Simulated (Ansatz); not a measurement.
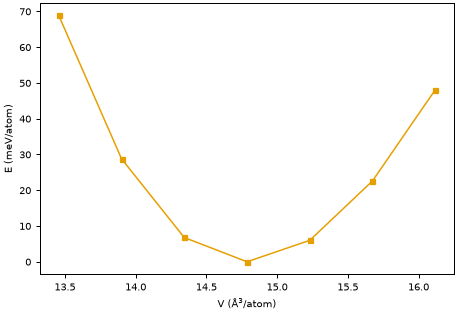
Fig. 1. AlPd in space group Cmcm (No. 63; Al on 4c, Pd on 4c) under volume change, r²SCAN in the plane-wave PAW code Ansatz, shape and atoms relaxed at each volume.

Task: What does a third-order Birch–Murnaghan fit give for V₀, B₀ and B′?

Result: V₀ = 14.79 Å³/atom, B₀ = 153 GPa, B′ = 4.9.

The start of the workflow was typed in or built on a structure type; neither database checked (COD, Materials Project) lists it. Whether it is the stable phase at ambient conditions was not checked. The cell was relaxed with r²SCAN under the symmetry of its start; whether a distortion lowers the energy is not shown. No spin polarisation was allowed.

Potentials: the earlier of the program's two PAW sets.
